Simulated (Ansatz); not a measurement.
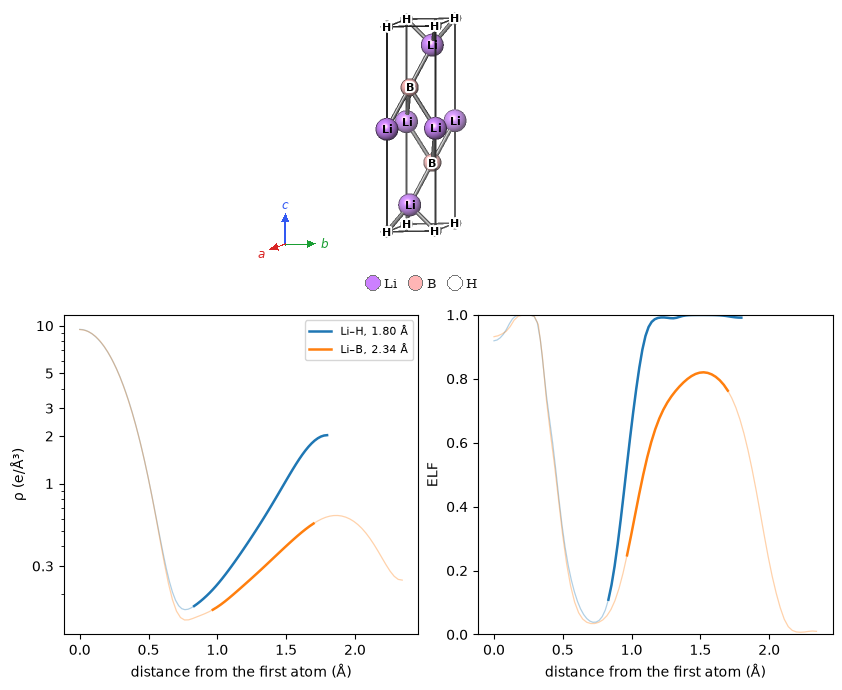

*Li3B2H. Valence electron density and electron localisation function along straight lines between neighbouring atoms. Thin, pale parts lie inside the atomic spheres. The structure is drawn too.*

Space group P-3m1; a structure generated by program, which may or may not match a known phase.

Computed with DFT PBE, scalar-relativistic, plane waves, PAW in Ansatz.

The density is the valence pseudo-density of a PAW calculation; it isn't the true density close to the nuclei.

```cif
data_structure
_symmetry_space_group_name_H-M 'P 1'
_symmetry_Int_Tables_number 1
_cell_length_a 2.3554
_cell_length_b 2.3554
_cell_length_c 10.0354
_cell_angle_alpha 90.000
_cell_angle_beta 90.000
_cell_angle_gamma 120.000
_cell_volume 48.22
loop_
_atom_site_label
_atom_site_type_symbol
_atom_site_fract_x
_atom_site_fract_y
_atom_site_fract_z
_atom_site_occupancy
Li1 Li 0.33333 0.66667 0.88285 1
Li2 Li 0.66667 0.33333 0.11715 1
Li3 Li 0.00000 0.00000 0.50000 1
B1 B 0.33333 0.66667 0.30977 1
B2 B 0.66667 0.33333 0.69023 1
H1 H 0.00000 0.00000 0.00000 1
```

> Compare the contacts.

Li–H (1.80 Å): ρ at the midpoint is about 0.19 e/Å³; the ELF climbs to about 1 towards the hydrogen.
Li–B (2.34 Å): ρ at the midpoint is about 0.22 e/Å³; the ELF peaks at about 0.80 in the valence shell of B, 0.8 Å from its nucleus, and is about 0.65 at the midpoint.
